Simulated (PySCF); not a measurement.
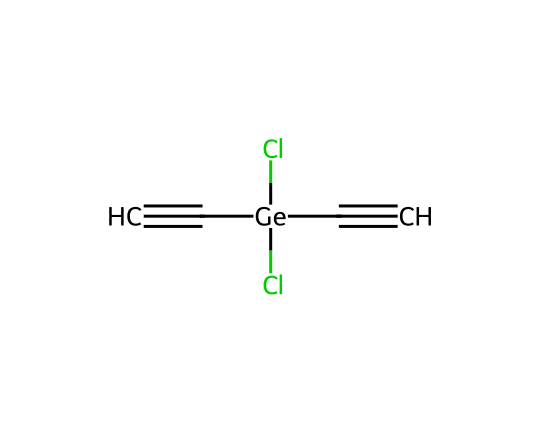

Structural formula above. The computed structure is the end point of a PBE0-D3(BJ)/def2-SVP optimisation. No frequency run is at hand to confirm it as a minimum.

What does the molecule look like in three dimensions?

Formula C₄H₂Cl₂Ge. SMILES: `C#[C][Ge]([Cl])([Cl])[C]#C`. Among its groups: alkyne. Coordination: 1 Ge tetrahedral; 4 C linear.

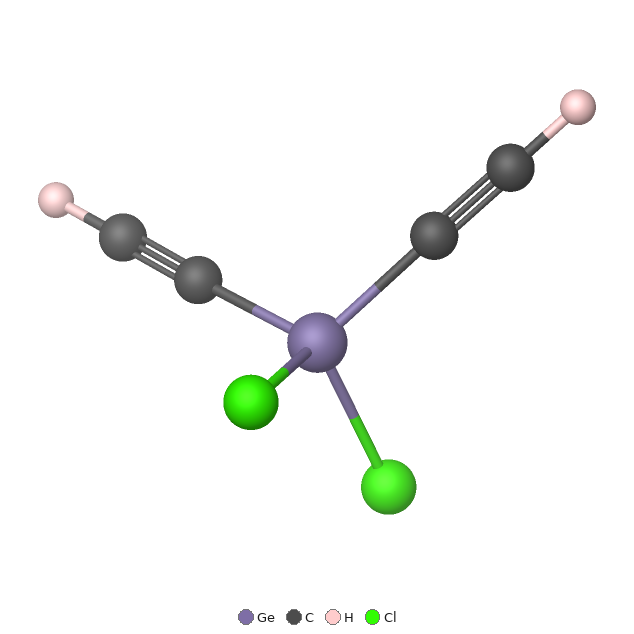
